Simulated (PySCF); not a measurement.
## Electronic structure of C2H9N3Si2 in real space

```xyz
16

N    -3.7252   -1.0020    0.1741
C    -2.5904   -1.1058    0.0535
C    -1.1758   -1.1696   -0.0801
Si   -0.3938    0.4538    0.5755
N    -1.1543    1.7070   -0.3256
N     1.2774    0.5202    0.1427
Si    2.6165   -0.3549    0.8022
H    -0.8011   -2.0250    0.4806
H    -0.9258   -1.3107   -1.1317
H    -0.5323    0.4815    2.0378
H    -0.8740    2.6615   -0.1687
H    -2.1546    1.6598   -0.4378
H     1.5095    1.2601   -0.4976
H     2.9401    0.1257    2.1500
H     2.2468   -1.7697    0.8661
H     3.7294   -0.1233   -0.1174
```

Geometry: GFN2-xTB.

These are results of PBE0/pcSseg-1, SCF density, gas phase, non-relativistic in PySCF, not measurements.

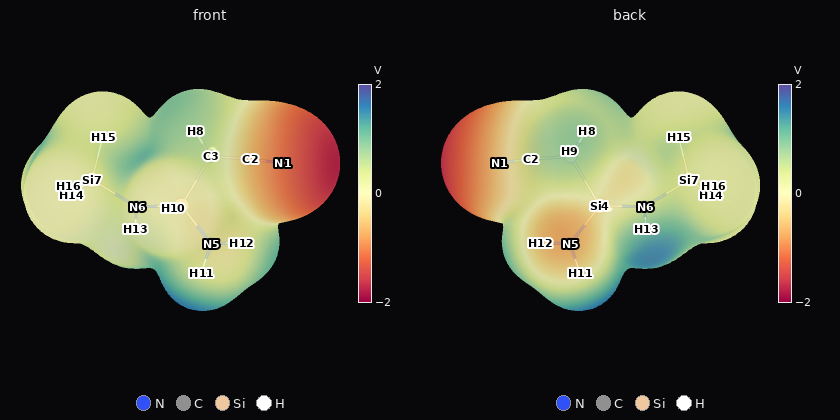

Figure 1. The molecular electrostatic potential painted on the density surface at 0.001 e/bohr³, seen from the front and from behind; the colour scale runs from red (negative) to blue (positive).

**Which sites attract a positive test charge, and which a negative one?**

A positive charge is drawn to the negative regions and a negative charge to the positive ones. The most negative region (about −1.8 V) lies over N1, the most positive (about +1.6 V) over H11 and H13. N1 is the likeliest acceptor of a hydrogen bond.

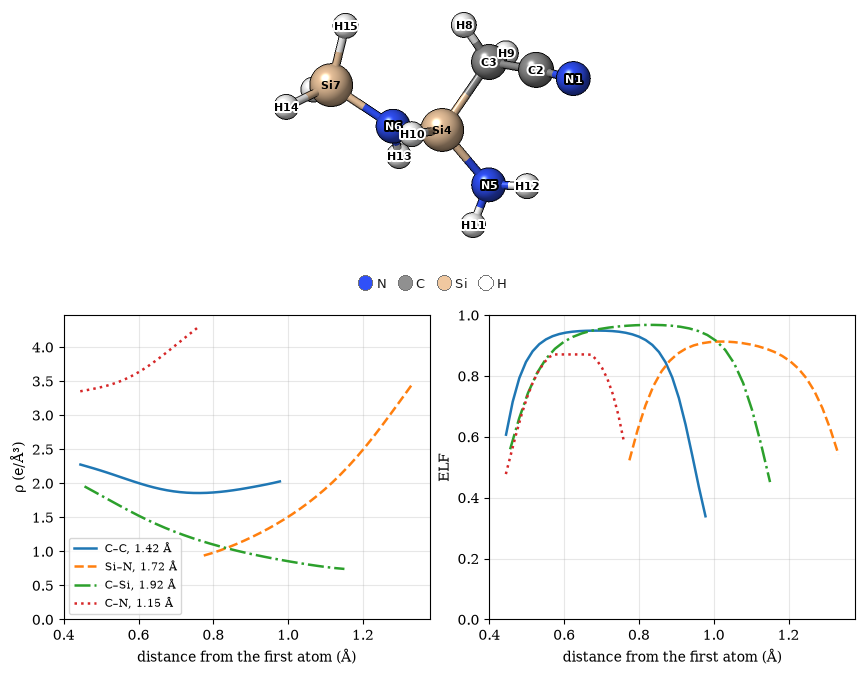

Figure 2. Total electron density and electron localisation function along straight lines between neighbouring atoms. The curves leave out the atomic cores. The structure is drawn too.

**What can be read from the curves?**

C–C (1.42 Å): ρ at the midpoint is about 1.9 e/Å³; the ELF peaks at about 0.95 between the atoms: localised, covalent bonding.
Si–N (1.72 Å): ρ at the midpoint is about 1.1 e/Å³; the ELF peaks at about 0.90 between the atoms (a polar covalent bond).
C–Si (1.92 Å): ρ at the midpoint is about 0.9 e/Å³; the ELF peaks at about 0.95 between the atoms, as expected for a shared electron pair.
C–N (1.15 Å): ρ is about 3.6 e/Å³ halfway; the ELF peaks at about 0.85 between the atoms (a short, multiple covalent bond).
